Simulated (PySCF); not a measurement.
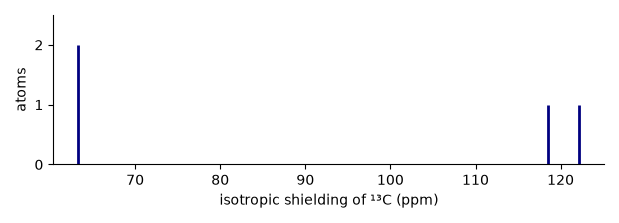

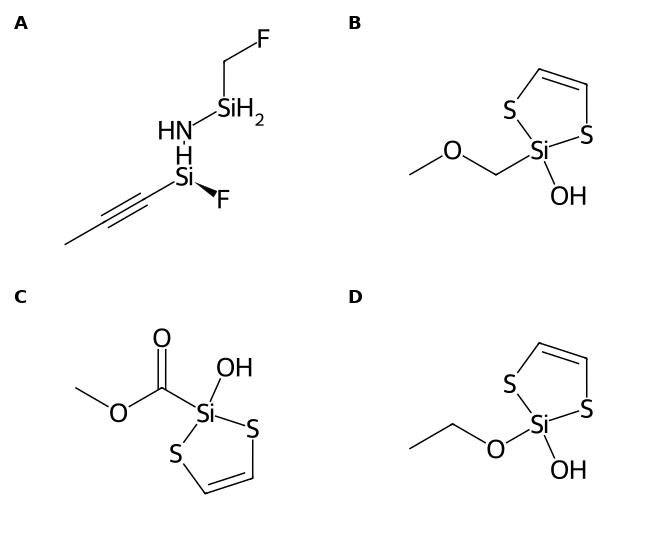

The sticks are computed shieldings of one of the molecules, for one fixed geometry (GFN2-xTB) without averaging over rotations. Low shielding means a high chemical shift. Method: GIAO PBE0/pcSseg-1 NMR shielding, non-relativistic, gas phase (PySCF 2.14.0).

### Match the spectrum to a structure.

B, `COC[Si]1(O)SC=CS1`. Its 4 C atoms give lines at 63.3 (2 atoms), 118.6, 122.2 ppm.

The geometry is semi-empirical. Around Si such bond lengths and angles can be off by a tenth of an ångström or more and by several degrees, and values that hang on the shape move with them.
